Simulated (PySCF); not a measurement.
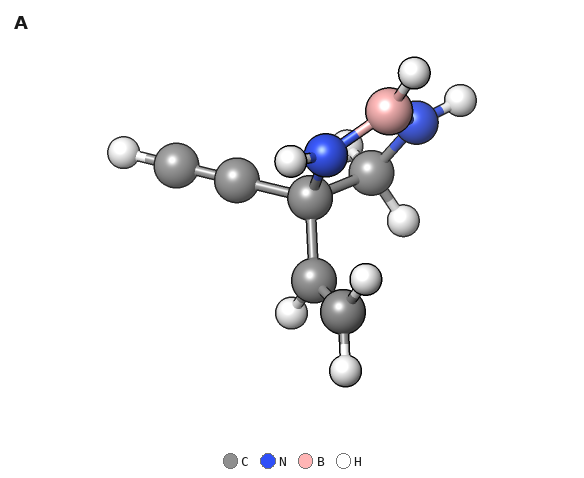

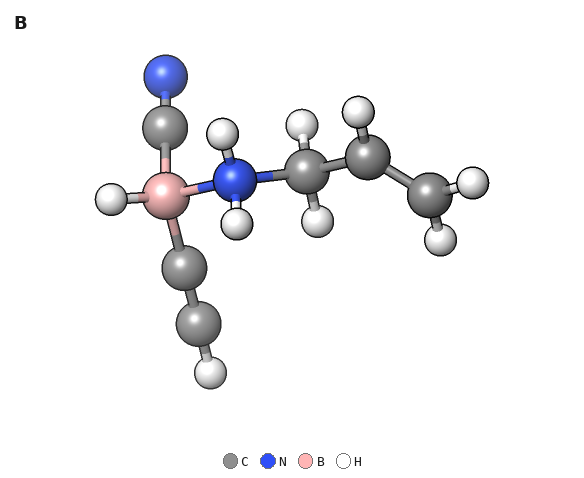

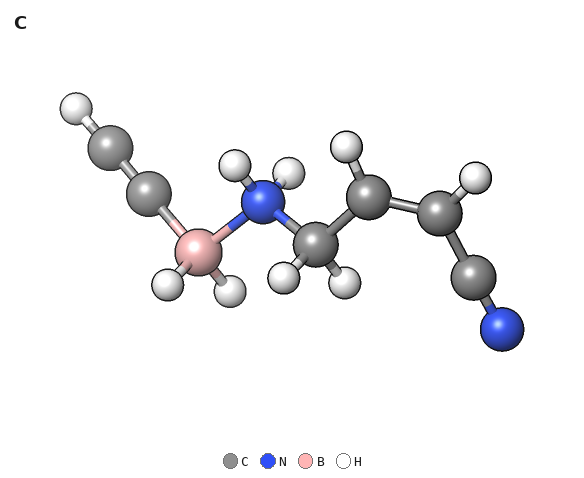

3 stationary structures of one formula. Geometries: GFN2-xTB. Electronic energies: PBE0/pcSseg-1 (PySCF 2.14.0), without zero-point energy. No frequency run is at hand to confirm each as a minimum. Each is one conformer, not always the lowest.

Are they conformers, stereoisomers or constitutional isomers?

Answer. They are constitutional isomers of C6H9BN2: A `C#C[C@@]1(C=C)CNBN1`, B `C#C[B@H-](C#N)[NH2+]CC=C`, C `C#C[BH2-][NH2+]C/C=C\C#N`.

Rank them by energy, lowest first.

Answer. A is lowest; B lies 0.984 eV above it, C lies 1.772 eV above it.

The geometry is semi-empirical. Around B such bond lengths and angles can be off by a tenth of an ångström or more and by several degrees, and values that hang on the shape move with them.
